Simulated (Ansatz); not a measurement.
**AlBCl5H: density, localisation and related maps**

```xyz
8

Al   -0.9951    0.6191   -0.5319
H     0.6762    0.0082   -0.5822
Cl   -2.0104   -0.4691   -1.9691
Cl   -0.8156    2.6799   -0.5746
B     0.9069   -0.5797    0.5220
Cl   -0.9655   -0.2719    1.4550
Cl    2.1134    0.3231    1.4332
Cl    1.0900   -2.3096    0.2477
```

The product side of a reaction path; geometry: PBE0-D4/def2-TZVP.

Theory: Ansatz 0.2.0, RKS PBE0-D4/def2-TZVPP.

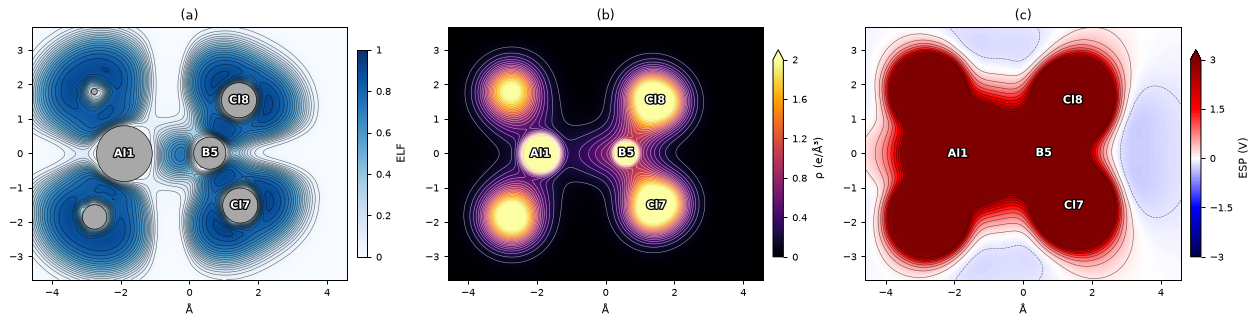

Figure 1. (a) ELF; (b) total electron density; (c) electrostatic potential on the plane of atoms Al1, B5 and Cl7. Grey discs cover the atomic cores in the ELF map.

Question: Read the bonding off the picture.

Answer:
- The plane passes through Al, B and Cl nuclei.
- B–Cl (1.76 Å): ρ at the midpoint is about 1.4 e/Å³; the ELF peaks at about 0.90 between the atoms, as expected for a polar covalent bond.
- Al–B (2.48 Å): the density is about 0.33 e/Å³ at the midpoint, with its minimum of 0.26 e/Å³ about 0.9 Å from Al; the ELF peaks at about 0.70 in the valence shell of B, 0.8 Å from its nucleus, and is about 0.55 at the midpoint.
- The ELF also peaks beside Cl4, Cl7, Cl8 and Cl3, away from the bonds: lone-pair regions.
- Outside the dense part of the molecule the potential is most negative (−0.3 V) near Cl7 and Cl8.

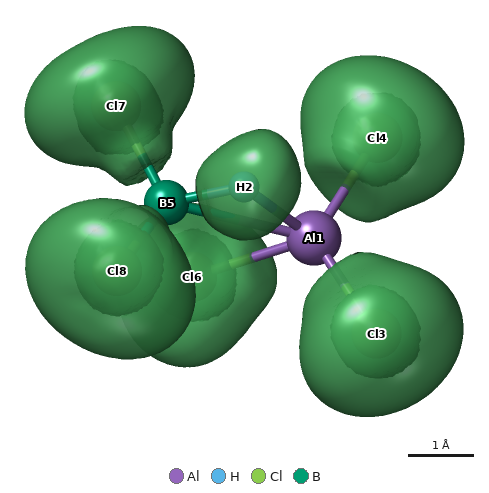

Figure 2. Isosurface of the electron localisation function at 0.75 (green), seen at a tilt. Only the valence region is drawn (cores and ρ < 0.01 e/Å³ removed).

Question: Identify the bonds, lone pairs and shells in this picture.

Answer: The surface consists of one region around a hydrogen nucleus and five regions on Cl in which the atom's valence shell and bonds are merged.


 Al–Cl (2.07 Å): the ELF peaks at about 0.85 in the valence shell of Cl, 0.9 Å from its nucleus, and is about 0.80 at the midpoint.

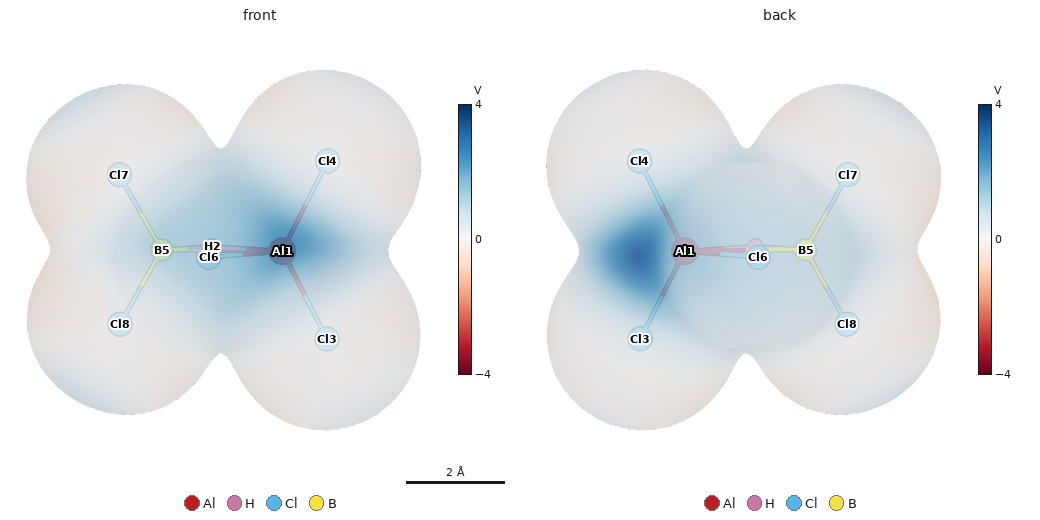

Figure 3. The molecular electrostatic potential painted on the density surface at 0.002 e/bohr³, seen from the front and from behind; red is negative and blue positive.

Question: Which sites attract a positive test charge, and which a negative one?

Answer: A positive charge is drawn to the negative regions and a negative charge to the positive ones. The most negative region (about −0.3 V) lies over Cl7 and Cl8, the most positive (about +2.9 V) over Al1. Cl7 shows a σ-hole: about +0.5 V at the tip opposite its bond, against about −0.1 V on its flanks. Cl8 shows a σ-hole: about +0.5 V at the tip opposite its bond, against about −0.1 V on its flanks.

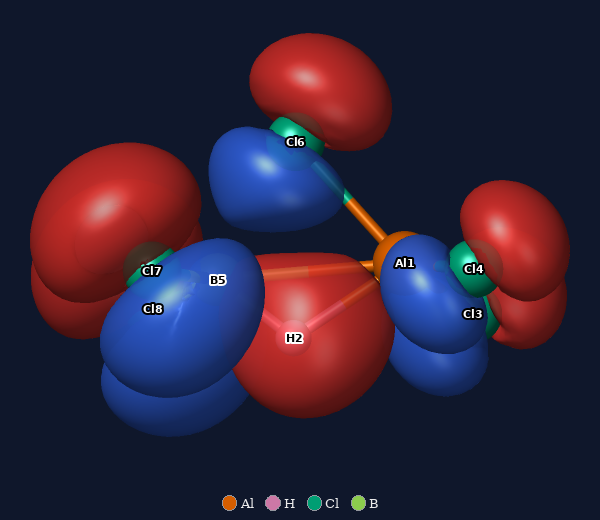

Figure 4. The HOMO−1 at ±0.06 Å⁻³ᐟ² (blue and red are the two phases), seen from one side.

Question: Where does this orbital lie, and at what energy?

Answer: It lies mainly on Cl7 (about 30 %), Cl8 (about 30 %), Cl6 (about 10 %), H2 (about 10 %) and B5 (about 5 %). Its energy is −9.39 eV.
